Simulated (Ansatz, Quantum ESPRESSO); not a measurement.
# Predicting the next point of a tunnelling series: vacuum gaps between two Pb(111) faces

How the rows were computed: Quantum ESPRESSO 7.5 (pw.x, pwcond.x), LDA, GBRV ultrasoft; geometry as built. T is the transmission per spin at the Fermi level, averaged over the mesh across the current, in a cell of 10.96 Å². The series steps the width of the vacuum gap.

```
width (Å)         T
        5      0.19
        6    0.0436
        7   0.00601
        8  0.000807
```

To predict: What is T at 9 Å?

**Fit.** In the tunnelling regime ln T falls linearly. The last two rows give a slope of ln(0.00601/0.000807)/(8 − 7) = 2.008 per Å, so T(9) ≈ 0.000807 × exp(−2.008 × 1) = 0.000108.

**Check.** T = 0.000103; the estimate is 1.06 times that. The slope over the last interval is 2.063: the same within 8 %. Points of the mesh with over 2.5 times the mean carry 77 % of this T, so the value leans on the mesh. A second code, Ansatz 0.2.0, gives 0.000106.

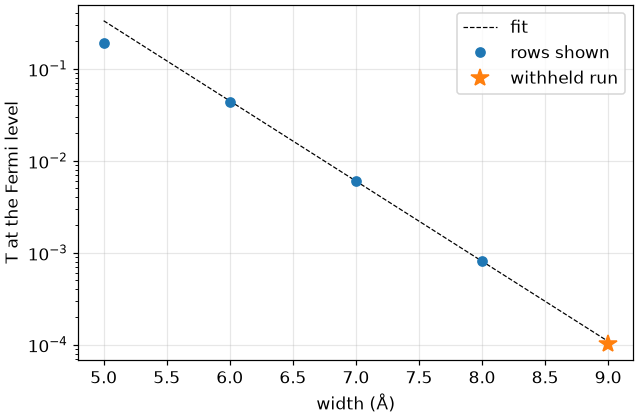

The rows shown, the fit and the withheld run.

**Limits.** Short leads, unrelaxed atoms, a barrier without the image potential and an untested mesh.

[Logs are printed without paths, hosts, clocks, repeated set-up lines and the standing remarks that a program may print on its own settings, such as how far it seeks lower states.]
